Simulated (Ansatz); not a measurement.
**CClF2 (chlorodifluoromethyl radical) at UB3LYP/STO-3G**

What is the electronic atomisation energy of CClF2 (chlorodifluoromethyl radical) at UB3LYP/STO-3G? 

The calculation is run with Ansatz 0.2.0.

## (1) Starting point

CClF2: 4 atoms, total charge 0, spin state doublet. As SMILES, `F[C](F)Cl`. Geometry: relaxed at PBE0-D4/def2-TZVP.

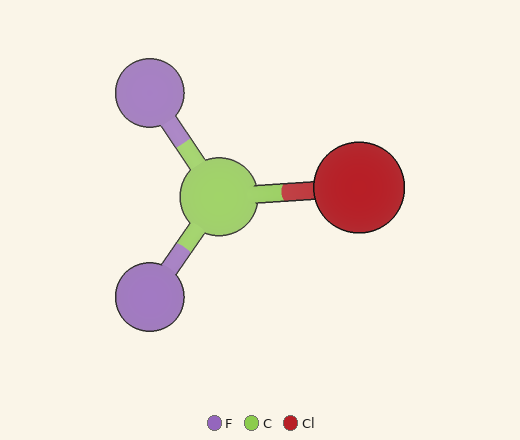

Viewed from a chosen angle; fluorine purple, carbon green, chlorine red.

## (2) The energy at UB3LYP/STO-3G

The input, input.yaml:

```yaml
crystal:
  periodic: [false, false, false]
  atoms:
    - {symbol: F, position_ang: [0.026200, 0.169300, 1.294600]}
    - {symbol: C, position_ang: [-0.230600, -0.190200, 0.056400]}
    - {symbol: F, position_ang: [0.573000, -1.160700, -0.318600]}
    - {symbol: Cl, position_ang: [-0.313000, 1.121200, -1.052700]}
basis:
  gaussian: {orbitals: STO-3G}
magnetization: {spin_polarized: true, initial_magnetization: 1}
hamiltonian: {xc: {name: B3LYP}}
accuracy: high
```

Started as:

```console
$ ansatz run input.yaml --threads 1 --pin off --max-ram 2610MiB --events-out events.jsonl --progress --plain --runs-dir runs
```

Standard output:

```text
Warning: RAYON_NUM_THREADS=1 ignored (pool sized by the plan → 1); use --threads N
Functional definition: B3LYP
  name "B3LYP"
  parameter a0 = 0.2
  parameter ax = 0.72
  parameter ac = 0.81
  exchange = (1 - a0 - ax)*slater_x + ax*b88_x + a0*exact_x
  correlation = (1 - ac)*vwn_rpa_c + ac*lyp_c
443 factors; integrals over basis functions are off by at most 4.6e-8 eV
mean field evaluation 1: about -18761.2731 eV, gradient 1.4e1 eV
mean field evaluation 2: about -18761.3438 eV, gradient 1.5e1 eV
mean field evaluation 4: about -18762.7528 eV, gradient 4.3e-1 eV
mean field evaluation 8: about -18762.7638 eV, gradient 2.6e-3 eV
mean field evaluation 16: about -18762.7638 eV, gradient 7.5e-8 eV
mean field -18762.76377804 eV, -689.5188509849 hartree, gradient 7.5e-8 eV, S^2 0.750913; 0 other end points of the search recorded, 0 dependent functions left out
reference -18762.76379771 eV, -689.5188517079 hartree; 21, 20 occupied and 3, 4 virtual orbitals, 443 factors
Total energy: -18762.76379771 eV, -689.5188517079 hartree
```

Wall time 1.8 s (1 thread of Arm Neoverse V2, shared host); peak memory 0.14 GiB.

## (3) The C atom

The input, input.yaml:

```yaml
crystal:
  periodic: [false, false, false]
  atoms:
    - symbol: C
      position_ang: [0.000000, 0.000000, 0.000000]
basis:
  gaussian:
    orbitals: STO-3G
magnetization:
  spin_polarized: true
  initial_magnetization: 2
hamiltonian:
  xc: {name: B3LYP}
accuracy: high
```

Run the same way, it converges to -37.35240 Eh (log not shown).

## (4) The Cl atom, same level

The input, in.yaml:

```yaml
crystal:
  periodic: [false, false, false]
  atoms:
    - {symbol: Cl, position_ang: [0.000000, 0.000000, 0.000000]}
basis:
  gaussian: {orbitals: STO-3G}
magnetization: {spin_polarized: true, initial_magnetization: 1}
hamiltonian: {xc: {name: B3LYP}}
accuracy: high
```

Run the same way, it converges to -455.11819 Eh (log not shown).

## (5) The F atom at the same level

The input, in.yaml:

```yaml
crystal:
  periodic: [false, false, false]
  atoms:
    - symbol: F
      position_ang: [0.000000, 0.000000, 0.000000]
basis:
  gaussian:
    orbitals: STO-3G
magnetization:
  spin_polarized: true
  initial_magnetization: 1
hamiltonian:
  xc: {name: B3LYP}
accuracy: high
```

Run the same way, it converges to -98.26898 Eh (log not shown).

## (6) Results

At UB3LYP/STO-3G:

```
                     quantity          value
       molecule: total energy  -689.51885 Eh
               molecule: ⟨S²⟩          0.751
         C atom: total energy   -37.35240 Eh
                 C atom: ⟨S²⟩          2.000
        Cl atom: total energy  -455.11819 Eh
                Cl atom: ⟨S²⟩          0.750
         F atom: total energy   -98.26898 Eh
                 F atom: ⟨S²⟩          0.750
electronic atomisation energy      13.886 eV
```

**Reading.** Taking the molecule apart into free atoms costs 13.89 eV (320 kcal/mol), before zero-point energy and without spin-orbit coupling. In a minimal basis such a difference can be off by several eV, whatever the method.
